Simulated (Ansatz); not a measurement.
# PF+ (quartet): correlated methods under varied settings

Aim: run PF+ (quartet) at one geometry under a spread of methods and options, and see what each costs and gives.

Computed with Ansatz 0.2.0, Gaussian basis. Level: the settings change from run to run.

19 further runs of the same task are left out: 8 that didn't finish, 11 set aside as unsound or not needed.

## Step 1: The geometry

The geometry is a PBE0/def2-TZVP stationary point (not a proven minimum) of the parent state, kept for this charge and spin.

2 atoms, charge 1, spin multiplicity 4.

Atoms are counted from 1 here; the program's logs count them from 0.

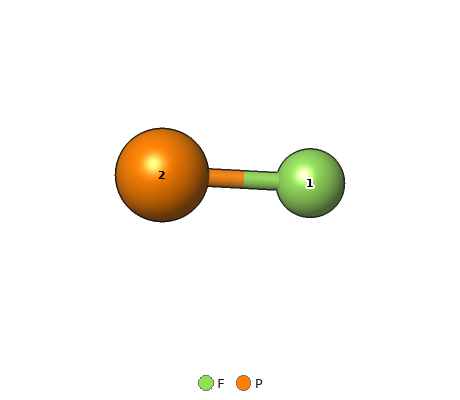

The geometry (fluorine green, phosphorus orange); atoms are numbered from 1 in the order of the file.

## Step 2: MP2 on UHF/cc-pVDZ

Contents of in.yaml:

```yaml
crystal:
  periodic: [false, false, false]
  atoms:
    - {symbol: F, position_ang: [0.000000, 0.000000, 0.000000]}
    - {symbol: P, position_ang: [0.000000, 0.000000, 1.593400]}
basis:
  gaussian: {orbitals: cc-pVDZ}
total_charge: 1
magnetization: {spin_polarized: true, initial_magnetization: 3}
correlation: {method: mp2, electrons: outside_noble_gas}
output: {forces: true}
```

Started as:

```sh
ansatz run in.yaml --threads 1 --pin off --events-out ev --progress --plain --max-ram 2393MiB
```

Log:

```text
Functional definition: HF
  name "HF"
  cite "Fock, Z. Phys. 61, 126 (1930) doi:10.1007/BF01340294"
  parent pbe
  exchange = exact_x
  correlation = 0
321 factors; integrals over basis functions are off by at most 7.8e-4 eV
mean field evaluation 1: about -11959.0052 eV, gradient 3.8e1 eV
mean field evaluation 2: about -11959.0870 eV, gradient 3.7e1 eV
mean field evaluation 4: about -11964.4971 eV, gradient 2.9e0 eV
mean field evaluation 8: about -11964.6336 eV, gradient 3.2e-1 eV
mean field evaluation 16: about -11964.6368 eV, gradient 4.6e-6 eV
mean field evaluation 32: about -11962.5428 eV, gradient 1.2e1 eV
mean field -11964.63675439 eV, -439.6922908017 hartree, gradient 4.6e-6 eV, S^2 3.762026; 2 other end points of the search recorded, 0 dependent functions left out
6 core orbitals not correlated: weight in the atoms' cores, before any rotation towards them, 1.000 or more for the frozen orbitals, at most 0.000 for the correlated occupied ones
reference -11964.63675439 eV, -439.6922908017 hartree; 7, 4 occupied and 19, 22 virtual orbitals, 321 factors
second order -6.42154475 eV of doubles, -0.00000000 eV of singles
the calculation of the forces begins
Total energy: -11971.05829914 eV, -439.9282782186 hartree
Atom 0 at     0.000000     0.000000     0.000000 Å, force    -0.000000    -0.000000    -0.188004 eV/Å
Atom 1 at     0.000000     0.000000     1.593400 Å, force    -0.000000     0.000000     0.188004 eV/Å
Dipole moment:    -0.000000     0.000000     0.727417 e Å
```

Wall time 0.36 s (1 thread of Arm Neoverse V2, shared host).

From the report: ⟨S²⟩ of the determinant 3.762 (pure quartet: 3.75).

## Step 3: MP2 on ROHF/6-31G

Contents of in.yaml:

```yaml
crystal:
  periodic: [false, false, false]
  atoms:
    - {symbol: F, position_ang: [0.000000, 0.000000, 0.000000]}
    - {symbol: P, position_ang: [0.000000, 0.000000, 1.593400]}
basis:
  gaussian: {orbitals: 6-31G}
total_charge: 1
magnetization: {spin_polarized: false, initial_magnetization: 3}
correlation: {method: mp2, electrons: all}
accuracy: high
```

Same command.

Log, cut to the lines that bear on the results:

```text
Functional definition: HF
  name "HF"
  cite "Fock, Z. Phys. 61, 126 (1930) doi:10.1007/BF01340294"
  parent pbe
[...]
399 factors; integrals over basis functions are off by at most 4.1e-9 eV
[...]
mean field -11962.32619459 eV, -439.6073792954 hartree, gradient 2.2e-8 eV, S^2 3.750000; 5 other end points of the search recorded, 0 dependent functions left out
[...]
reference -11962.32619459 eV, -439.6073792954 hartree; 13, 10 occupied and 9, 12 virtual orbitals, 399 factors
second order -4.12491484 eV of doubles, -0.04253131 eV of singles
Total energy: -11966.49364075 eV, -439.7605301167 hartree
```

It took 0.33 s on 1 thread of Arm Neoverse V2, shared host.

## Step 4: MP2 on ROHF/STO-3G

in.yaml, as its differences from that of step 3:

```diff
@@ -6,6 +6,6 @@
 basis:
-  gaussian: {orbitals: 6-31G}
+  gaussian: {orbitals: STO-3G}
 total_charge: 1
 magnetization: {spin_polarized: false, initial_magnetization: 3}
+hamiltonian: {pseudopotentials: {relativity: scalar}}
 correlation: {method: mp2, electrons: all}
-accuracy: high
```

Launched as before.

Log:

```text
Functional definition: HF
  name "HF"
  cite "Fock, Z. Phys. 61, 126 (1930) doi:10.1007/BF01340294"
  parent pbe
  exchange = exact_x
  correlation = 0
163 factors; integrals over basis functions are off by at most 1.3e-5 eV
mean field evaluation 1: about -11840.5271 eV, gradient 2.1e1 eV
mean field evaluation 2: about -11840.5675 eV, gradient 2.1e1 eV
mean field evaluation 4: about -11843.8434 eV, gradient 6.6e0 eV
mean field evaluation 8: about -11844.2418 eV, gradient 2.1e-1 eV
mean field evaluation 16: about -11844.4738 eV, gradient 2.3e0 eV
mean field evaluation 32: about -11844.5016 eV, gradient 7.2e-4 eV
mean field evaluation 64: about -11844.5014 eV, gradient 4.8e-2 eV
mean field -11844.50160396 eV, -435.2774054539 hartree, gradient 6.1e-7 eV, S^2 3.750000; 10 other end points of the search recorded, 0 dependent functions left out
mean field evaluation 96: about -11844.3157 eV, gradient 4.6e-1 eV
reference -11844.50160396 eV, -435.2774054539 hartree; 13, 10 occupied and 1, 4 virtual orbitals, 163 factors
second order -0.35751808 eV of doubles, -0.02415940 eV of singles
Total energy: -11844.88328144 eV, -435.2914318425 hartree
Relativity: scalar
```

Wall time 0.15 s (1 thread of Arm Neoverse V2, shared host).

## Step 5: CCSDT on UHF/6-31G

Contents of in.yaml:

```yaml
crystal:
  periodic: [false, false, false]
  atoms:
    - {symbol: F, position_ang: [0.000000, 0.000000, 0.000000]}
    - {symbol: P, position_ang: [0.000000, 0.000000, 1.593400]}
basis:
  gaussian: {orbitals: 6-31G}
total_charge: 1
magnetization: {spin_polarized: true, initial_magnetization: 3}
correlation: {method: ccsdt, electrons: outside_noble_gas}
scf: {omitted_lower_state_checks: [cluster_reference]}
```

The command is unchanged.

Log, cut to the lines that bear on the results:

```text
Functional definition: HF
  name "HF"
  cite "Fock, Z. Phys. 61, 126 (1930) doi:10.1007/BF01340294"
  parent pbe
[...]
393 factors; integrals over basis functions are off by at most 4.0e-8 eV
[...]
mean field -11962.43448703 eV, -439.6113589691 hartree, gradient 2.3e-6 eV, S^2 3.766265; 5 other end points of the search recorded, 0 dependent functions left out
6 core orbitals not correlated: weight in the atoms' cores, before any rotation towards them, 1.000 or more for the frozen orbitals, at most 0.000 for the correlated occupied ones
reference -11962.43448703 eV, -439.6113589691 hartree; 7, 4 occupied and 9, 12 virtual orbitals, 393 factors
second order -3.83817872 eV of doubles, -0.00000000 eV of singles
cycle   1  -3.78740849 eV  change    5.1e-2 eV  update   7.5e-2
[...]
cycle  17  -4.11539975 eV  change   -2.7e-7 eV  update   6.8e-7
Total energy: -11966.54988678 eV, -439.7625971204 hartree
Checks for a lower state left out: cluster_reference
```

Wall time 1.1 s (1 thread of Arm Neoverse V2, shared host).

From the report: ⟨S²⟩ of the determinant 3.766 (pure quartet: 3.75); correlation -4.1154 eV; T1 0.022; largest double amplitude 0.09.

## Step 6: NEVPT2(3,5)/6-31G

Contents of in.yaml:

```yaml
crystal:
  periodic: [false, false, false]
  atoms:
    - {symbol: F, position_ang: [0.000000, 0.000000, 0.000000]}
    - {symbol: P, position_ang: [0.000000, 0.000000, 1.593400]}
basis:
  gaussian: {orbitals: 6-31G, fitting: {mean_field: def2-universal-jkfit}}
total_charge: 1
magnetization: {spin_polarized: false, initial_magnetization: 3}
correlation: {method: sc_nevpt2, electrons: valence, active_space: {window: {electrons: 3, orbitals: 5}}}
output: {forces: true}
```

Same command.

Log, cut to the lines that bear on the results:

```text
Functional definition: HF
  name "HF"
  cite "Fock, Z. Phys. 61, 126 (1930) doi:10.1007/BF01340294"
  parent pbe
[...]
205 factors; integrals over basis functions are off by at most 3.0e-3 eV
[...]
mean field -11962.32456524 eV, -439.6073194176 hartree, gradient 7.5e-7 eV, S^2 3.750000; 5 other end points of the search recorded, 0 dependent functions left out
reference -11962.32456524 eV, -439.6073194176 hartree; 13, 10 occupied and 9, 12 virtual orbitals, 205 factors
state -11962.33838449 eV, -439.6078272657 hartree
state -11962.33838449 eV, -439.6078272657 hartree; corrected -11966.52136730 eV, -439.7615490489 hartree
[...]
Total energy: -11966.52136730 eV, -439.7615490489 hartree
Atom 0 at     0.000000     0.000000     0.000000 Å, force     0.000000     0.000000    -4.502941 eV/Å
Atom 1 at     0.000000     0.000000     1.593400 Å, force    -0.000000    -0.000000     4.502941 eV/Å
Dipole moment:     0.000000     0.000000     0.852568 e Å
```

It took 0.78 s on 1 thread of Arm Neoverse V2, shared host.

From the report: 4 determinants; active occupations 1.00, 1.00, 1.00, 0.00, 0.00.

## Step 7: BCCD(T) on ROHF/6-31G

Contents of in.yaml:

```yaml
crystal:
  periodic: [false, false, false]
  atoms:
    - {symbol: F, position_ang: [0.000000, 0.000000, 0.000000]}
    - {symbol: P, position_ang: [0.000000, 0.000000, 1.593400]}
basis:
  gaussian: {orbitals: 6-31G}
total_charge: 1
magnetization: {spin_polarized: false, initial_magnetization: 3}
correlation: {method: bccd_t, electrons: outside_noble_gas}
scf: {lower_state_search: off}
```

Same command.

Log, cut to the lines that bear on the results:

```text
Functional definition: HF
  name "HF"
  cite "Fock, Z. Phys. 61, 126 (1930) doi:10.1007/BF01340294"
  parent pbe
[...]
215 factors; integrals over basis functions are off by at most 1.9e-4 eV
[...]
mean field -11962.32593337 eV, -439.6073696955 hartree, gradient 1.8e-6 eV, S^2 3.750000; 0 other end points of the search recorded, 0 dependent functions left out
6 core orbitals not correlated: weight in the atoms' cores, before any rotation towards them, 1.000 or more for the frozen orbitals, at most 0.000 for the correlated occupied ones
reference -11962.32593337 eV, -439.6073696955 hartree; 7, 4 occupied and 9, 12 virtual orbitals, 215 factors
second order -4.00658927 eV of doubles, -0.04216333 eV of singles
cycle   1  -3.92813131 eV  change    1.2e-1 eV  update   7.1e-2
[...]
cycle  12  -4.11674244 eV  change    1.8e-6 eV  update   2.8e-6
perturbative correction -0.09461703 eV, -0.0034771116 hartree
Total energy: -11966.53729283 eV, -439.7621343013 hartree
Checks for a lower state left out: stability, starts, cluster_reference, orbital_swaps, neighbouring_geometries, increment
```

It took 0.33 s on 1 thread of Arm Neoverse V2, shared host.

From the report: correlation -4.2114 eV; largest double amplitude 0.08.

## Step 8: CASCI(7,8)/6-31G

in.yaml, as its differences from that of step 7:

```diff
@@ -9,3 +9,4 @@
 magnetization: {spin_polarized: false, initial_magnetization: 3}
-correlation: {method: bccd_t, electrons: outside_noble_gas}
-scf: {lower_state_search: off}
+correlation: {active_space: {window: {electrons: 7, orbitals: 8}, fixed_orbitals: true}}
+scf: {lower_state_search: full}
+output: {forces: true}
```

Launched as before.

Log, cut to the lines that bear on the results:

```text
Functional definition: HF
  name "HF"
  cite "Fock, Z. Phys. 61, 126 (1930) doi:10.1007/BF01340294"
  parent pbe
[...]
215 factors; integrals over basis functions are off by at most 1.9e-4 eV
[...]
mean field -11962.32593337 eV, -439.6073696955 hartree, gradient 1.8e-6 eV, S^2 3.750000; 11 other end points of the search recorded, 0 dependent functions left out
reference -11962.32593337 eV, -439.6073696955 hartree; 13, 10 occupied and 9, 12 virtual orbitals, 215 factors
state -11962.39631544 eV, -439.6099561889 hartree
[...]
WARN: the results are in doubt because the space or a class takes a part of the degenerate orbitals at 4.3978 eV
Total energy: -11962.39631544 eV, -439.6099561889 hartree
Atom 0 at     0.000000     0.000000     0.000000 Å, force    -0.000000     0.000000    -3.525140 eV/Å
Atom 1 at     0.000000     0.000000     1.593400 Å, force     0.000000     0.000000     3.525140 eV/Å
Dipole moment:    -0.000000     0.000000     0.952965 e Å
In doubt: the space or a class takes a part of the degenerate orbitals at 4.3978 eV
```

Wall time 0.39 s (1 thread of Arm Neoverse V2, shared host).

From the report: 402 determinants; active occupations 2.00, 2.00, 1.00, 1.00, 1.00, 0.00, 0.00, 0.00. The program marks this result as in doubt; its last lines say why.

## Step 9: CASSCF(7,6)/6-31G

Contents of in.yaml:

```yaml
crystal:
  periodic: [false, false, false]
  atoms:
    - {symbol: F, position_ang: [0.000000, 0.000000, 0.000000]}
    - {symbol: P, position_ang: [0.000000, 0.000000, 1.593400]}
basis:
  gaussian: {orbitals: 6-31G}
total_charge: 1
magnetization: {spin_polarized: false, initial_magnetization: 3}
correlation: {active_space: {window: {electrons: 7, orbitals: 6}}}
accuracy: high
```

Same command.

Log:

```text
Functional definition: HF
  name "HF"
  cite "Fock, Z. Phys. 61, 126 (1930) doi:10.1007/BF01340294"
  parent pbe
  exchange = exact_x
  correlation = 0
399 factors; integrals over basis functions are off by at most 4.1e-9 eV
mean field evaluation 1: about -11956.1735 eV, gradient 5.2e1 eV
mean field evaluation 2: about -11956.3515 eV, gradient 5.1e1 eV
mean field evaluation 4: about -11961.9773 eV, gradient 8.6e0 eV
mean field evaluation 8: about -11962.3121 eV, gradient 7.5e-1 eV
mean field evaluation 16: about -11962.3262 eV, gradient 5.5e-5 eV
mean field evaluation 32: about -11961.3083 eV, gradient 7.1e-9 eV
mean field evaluation 64: about -11961.3051 eV, gradient 5.2e-1 eV
mean field evaluation 96: about -11962.3256 eV, gradient 2.4e-1 eV
mean field -11962.32619459 eV, -439.6073792954 hartree, gradient 2.2e-8 eV, S^2 3.750000; 5 other end points of the search recorded, 0 dependent functions left out
reference -11962.32619459 eV, -439.6073792954 hartree; 13, 10 occupied and 9, 12 virtual orbitals, 399 factors
state -11963.37228593 eV, -439.6458224430 hartree
Total energy: -11963.37228593 eV, -439.6458224430 hartree
```

It took 0.75 s on 1 thread of Arm Neoverse V2, shared host.

From the report: 90 determinants; active occupations 1.99, 1.95, 1.01, 1.01, 1.00, 0.04.

## Step 10: BCCD(T) on ROHF/6-31G

in.yaml, as its differences from that of step 9:

```diff
@@ -9,3 +9,3 @@
 magnetization: {spin_polarized: false, initial_magnetization: 3}
-correlation: {active_space: {window: {electrons: 7, orbitals: 6}}}
+correlation: {method: bccd_t, electrons: outside_noble_gas}
 accuracy: high
```

The command is unchanged.

Log, cut to the lines that bear on the results:

```text
Functional definition: HF
  name "HF"
  cite "Fock, Z. Phys. 61, 126 (1930) doi:10.1007/BF01340294"
  parent pbe
[...]
399 factors; integrals over basis functions are off by at most 4.1e-9 eV
[...]
mean field -11962.32619459 eV, -439.6073792954 hartree, gradient 2.2e-8 eV, S^2 3.750000; 5 other end points of the search recorded, 0 dependent functions left out
[...]
determinant -11962.32619459 eV, -439.6073792954 hartree, with singles and doubles -11966.46782650 eV, -439.7595814606 hartree
determinant -11961.30828725 eV, -439.5699718907 hartree, with singles and doubles -11964.33367114 eV, -439.6811526977 hartree
6 core orbitals not correlated: weight in the atoms' cores, before any rotation towards them, 1.000 or more for the frozen orbitals, at most 0.000 for the correlated occupied ones
reference -11962.32619459 eV, -439.6073792954 hartree; 7, 4 occupied and 9, 12 virtual orbitals, 399 factors
second order -4.00665581 eV of doubles, -0.04216321 eV of singles
cycle   1  -4.12024143 eV  change    2.1e-2 eV  update   1.4e-2
[...]
cycle  22  -4.11678479 eV  change  -3.2e-10 eV  update  6.3e-10
perturbative correction -0.09461824 eV, -0.0034771562 hartree
Total energy: -11966.53759763 eV, -439.7621455023 hartree
```

It took 0.93 s on 1 thread of Arm Neoverse V2, shared host.

From the report: correlation -4.2114 eV; largest double amplitude 0.08.

## Step 11: The runs in one table

Where basis and cores are those of an earlier FCI/6-31G run (-11966.5618 eV), and the state is the same kind, the miss against it is given. † marks a result that the program doubts.

```csv
level,correlated,functions,energy (eV),from FCI (meV),time
MP2 on UHF/cc-pVDZ,outside noble gas,32,-11971.0583,,0.36 s
MP2 on ROHF/6-31G,all,22,-11966.4936,,0.33 s
MP2 on ROHF/STO-3G (relativity set),all,14,-11844.8833,,0.15 s
CCSDT on UHF/6-31G,outside noble gas,22,-11966.5499,11.9,1.1 s
"NEVPT2(3,5)/6-31G",valence,22,-11966.5214,,0.78 s
BCCD(T) on ROHF/6-31G,outside noble gas,22,-11966.5373,24.5,0.33 s
"CASCI(7,8)/6-31G †",,22,-11962.3963,4165.5,0.39 s
"CASSCF(7,6)/6-31G",,22,-11963.3723,3189.5,0.75 s
BCCD(T) on ROHF/6-31G,outside noble gas,22,-11966.5376,24.2,0.93 s
```

## Step 12: What came out

| quantity | value |
| --- | --- |
| runs | 9 |
| quickest | MP2 on ROHF/STO-3G (relativity set), 0.15 s |
| slowest | CCSDT on UHF/6-31G, 1.1 s |

In words: Total energies in different bases, with other cores or another treatment of relativity can't be set against each other. CCSDT on UHF/6-31G took 7 times as long as MP2 on ROHF/STO-3G (relativity set); the jobs differ in more than the method. Among the correlated runs with a miss given, it spans +12 to +25 meV. Hartree-Fock, CASSCF and CASCI lack dynamic correlation by design.
